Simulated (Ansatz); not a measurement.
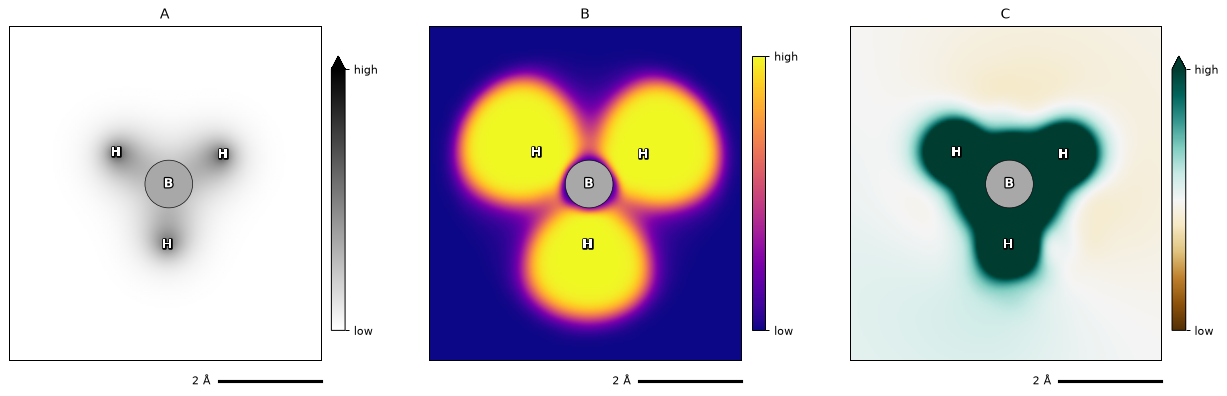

BH$_{3}$···H$_{2}$O: 3 fields on the plane of atoms H3, B1 and H4, with unlabelled colour scales. Grey discs cover the atomic cores.

Not at a stationary point (largest force 1.0 eV/Å).

Theory: RKS B3LYP-D4/def2-SVP (Ansatz).

> Match the panels to the quantities (electron density, electron localisation function and electrostatic potential).

Panel A: electron density. Panel B: electron localisation function. Panel C: electrostatic potential (strongly positive close to the atoms and fading to about zero outside). From the grid: B–H (1.20 Å): ρ at the midpoint is about 1.2 e/Å³; the ELF climbs to about 1 towards the hydrogen, as it does in any bond to H; an ordinary covalent bond to hydrogen.
